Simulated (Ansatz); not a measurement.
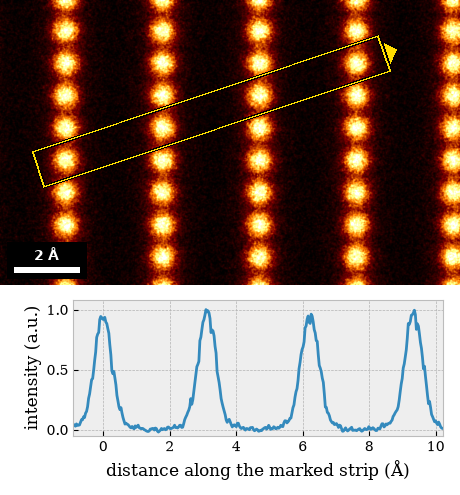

Dark-field STEM-like image of Na (Im-3m, No. 229) along [221]. Simulated incoherent Z contrast: every atom adds Z^1.7 spread by a probe of 0.59 Å full width; channelling and multiple scattering are left out. The probe carries 25 % of its weight in a tail 2.5 times as wide. Shot noise was added. Structure used: a calculation's starting geometry.

```yaml
crystal:
  lattice:
    - [4.17153, 0.00000, 0.00000]
    - [0.00000, 4.17153, 0.00000]
    - [0.00000, 0.00000, 4.17153]
  atoms:
    - { symbol: Na, position: [0.00000, 0.00000, 0.00000] }
    - { symbol: Na, position: [0.50000, 0.50000, 0.50000] }
```

The curve is the intensity along the marked strip, in the direction of its arrowhead, with zero distance at the first column. Brightness is counted from the darkest point of the image.

List the columns that the line crosses, with their positions.

Answer.
```tsv
position (Å)	atoms per repeat along the beam	height (% of the highest)
0.0	1 Na	100
3.1	1 Na	100
6.2	1 Na	100
9.3	1 Na	100
```
